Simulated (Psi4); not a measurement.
# BHLYP/def2-TZVPP run of [NH4]+ (ammonium)

What is the vertical singlet–triplet gap of [NH4]+ (ammonium) at BHLYP/def2-TZVPP? 

The results are computed with Psi4 1.11.

1 further run of the same task is left out (set aside as unsound or not needed).

## (1) The system as given

[NH4]+: 5 atoms, total charge +1, spin state singlet. SMILES: `[NH4+]`. The shape is that of a PBE0-D4/def2-TZVP optimisation.

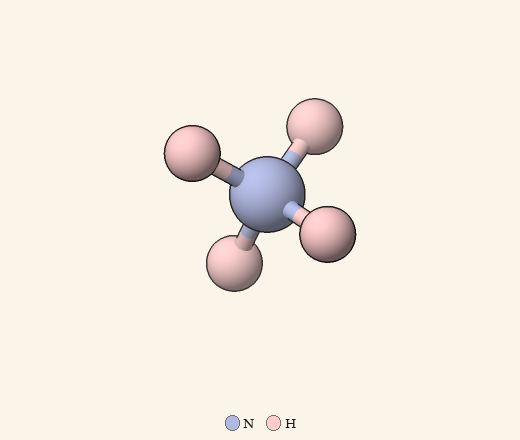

Viewed from a chosen angle; nitrogen light blue, hydrogen pink.

## (2) The energy at BHLYP/def2-TZVPP

Input file h4n.xyz:

```xyz
5
H4N
N      0.000010     0.000010     0.000000
H      0.453330    -0.447860     0.801010
H     -0.972430     0.216180     0.235210
H      0.023940    -0.633460    -0.803650
H      0.495160     0.865130    -0.232580
```

Input file h4n_ase.py:

```python
import numpy as np
from ase.calculators.psi4 import Psi4
from ase.io import read

atoms = read('h4n.xyz')
calc = Psi4(atoms=atoms, method='bhhlyp', basis='def2-TZVPP', memory='2200MB', num_threads=1, charge=1, multiplicity=1, label='calc')
calc.psi4.set_options({'puream': True, 'e_convergence': 1e-09, 'd_convergence': 1e-08, 'scf_type': 'pk', 'dft_radial_points': 99, 'dft_spherical_points': 590})
atoms.calc = calc

print(f'energy: {atoms.get_potential_energy():.6f} eV')
```

Run with:

```sh
$ python h4n_ase.py
```

calc.dat:

```text
[...]
  Running in c1 symmetry.
[...]
  Nuclear repulsion =   16.375270078084789
[...]
  Multiplicity = 1
[...]
  Nalpha       = 5
  Nbeta        = 5
[...]
    Number of basis functions: 87
[...]
   @RKS iter   1:   -56.81260149721540    4.51026e-02   5.13730e-03 DIIS/ADIIS
[...]
   @RKS iter   7:   -56.88836492592219   -4.81393e-11   2.36618e-09 DIIS
[...]
    Orbital Energies [Eh]
    ---------------------
    Doubly Occupied:
       1A    -15.173095     2A     -1.368434     3A     -0.899400
       4A     -0.899385     5A     -0.899380
[...]
  @RKS Final Energy:   -56.88836492592219
   => Energetics <=
    Nuclear Repulsion Energy =             16.3752700780847888
    One-Electron Energy =                -105.0180403747587690
    Two-Electron Energy =                  35.9706991440310375
    DFT Exchange-Correlation Energy =      -4.2162937732792578
    Empirical Dispersion Energy =           0.0000000000000000
    VV10 Nonlocal Energy =                  0.0000000000000000
    Total Energy =                        -56.8883649259221897
[...]
 Multipole Moments:
 ------------------------------------------------------------------------------------
     Multipole            Electronic (a.u.)      Nuclear  (a.u.)        Total (a.u.)
 ------------------------------------------------------------------------------------
 L = 1.  Multiply by 2.5417464519 to convert [e a0] to [Debye]
 Dipole X            :          0.0000135           -0.0000291           -0.0000156
 Dipole Y            :          0.0000147           -0.0000364           -0.0000217
 Dipole Z            :          0.0000024           -0.0000073           -0.0000049
 Magnitude           :                                                    0.0000272
[...]
```

The script printed:

```text
energy: -1548.011258 eV
```

Run time: 9.9 s. Hardware: 1 thread of INTEL XEON PLATINUM 8581C at 2.10GHz (Emerald Rapids), shared host; peak memory 1 GiB.

## (3) The triplet: energy and forces at UBHLYP/def2-TZVPP

Input file h4n.inp:

```
memory 2.2 GB

molecule system {
  1 3
  N      0.000010     0.000010     0.000000
  H      0.453330    -0.447860     0.801010
  H     -0.972430     0.216180     0.235210
  H      0.023940    -0.633460    -0.803650
  H      0.495160     0.865130    -0.232580
  symmetry c1
  no_reorient
  no_com
}

set globals {
  basis                def2-TZVPP
  reference            uks
  puream               true
  e_convergence        1e-09
  d_convergence        1e-08
  scf_type             pk
  dft_radial_points    99
  dft_spherical_points 590
  maxiter              100
}

energy_value, wavefunction = gradient('bhhlyp', return_wfn=True)
oeprop(wavefunction, 'WIBERG_LOWDIN_INDICES', 'QUADRUPOLE', 'LOWDIN_CHARGES')
```

Run with:

```sh
$ psi4 -i h4n.inp -o h4n.out -n 1
```

h4n.out (excerpt; [...] marks lines left out):

```text
[...]
  Running in c1 symmetry.
[...]
  Nuclear repulsion =   16.375270078084789
[...]
  Multiplicity = 3
[...]
  Nalpha       = 6
  Nbeta        = 4
[...]
    Number of basis functions: 87
[...]
   @UKS iter   1:   -56.32509842938554    5.32606e-01   2.56147e-03 ADIIS/DIIS
[...]
   @UKS iter  27:   -56.35308379388976    1.58593e-11   4.72079e-09 DIIS
[...]
   @S^2 Observed:                2.004122055E+00
[...]
  @UKS Final Energy:   -56.35308379388976
   => Energetics <=
    Nuclear Repulsion Energy =             16.3752700780847888
    One-Electron Energy =                -103.2655564610502523
    Two-Electron Energy =                  34.6761075221170074
    DFT Exchange-Correlation Energy =      -4.1389049330413092
    Empirical Dispersion Energy =           0.0000000000000000
    VV10 Nonlocal Energy =                  0.0000000000000000
    Total Energy =                        -56.3530837938897591
[...]
  -Total Gradient:
     Atom            X                  Y                   Z
    ------   -----------------  -----------------  -----------------
       1        0.091414582879    -0.207080351879    -0.000455783886
       2       -0.081551535745     0.112017003589    -0.100523284902
       3        0.032102224840    -0.009851509039    -0.007470791202
       4       -0.027620347087     0.135302976504     0.101086709845
       5       -0.014344906072    -0.030388156943     0.007363170284
[...]
 Multipole Moments:
 ------------------------------------------------------------------------------------
     Multipole            Electronic (a.u.)      Nuclear  (a.u.)        Total (a.u.)
 ------------------------------------------------------------------------------------
 L = 1.  Multiply by 2.5417464519 to convert [e a0] to [Debye]
 Dipole X            :         -0.0951590            0.0001323           -0.0950267
 Dipole Y            :          0.2151319            0.0001134            0.2152452
 Dipole Z            :          0.0004392           -0.0000189            0.0004203
 Magnitude           :                                                    0.2352887
 L = 2.  Multiply by 1.3450342976 to convert [e a0^2] to [Debye ang]
 Quadrupole XX       :        -10.5140732            4.9883660           -5.5257072
 Quadrupole XY       :          0.2251497           -0.0001270            0.2250228
[...]
```

Run time: 33 s. Hardware: 1 thread of INTEL XEON PLATINUM 8581C at 2.10GHz (Emerald Rapids), shared host; peak memory 1 GiB.

## (4) What came out

At BHLYP/def2-TZVPP:

```
                                        quantity         value
                           singlet: total energy  -56.88836 Eh
                            singlet: HOMO energy     -24.47 eV
                            singlet: LUMO energy      -5.32 eV
                          singlet: HOMO–LUMO gap      19.16 eV
                           triplet: total energy  -56.35308 Eh
     triplet: HOMO energy (highest over α and β)     -10.37 eV
                                   triplet: ⟨S²⟩         2.004
               triplet: largest force on an atom   11.640 eV/Å
vertical energy of the triplet above the singlet     14.566 eV
```

What this shows: At this shape the triplet lies 14.57 eV (336 kcal/mol) above the singlet.
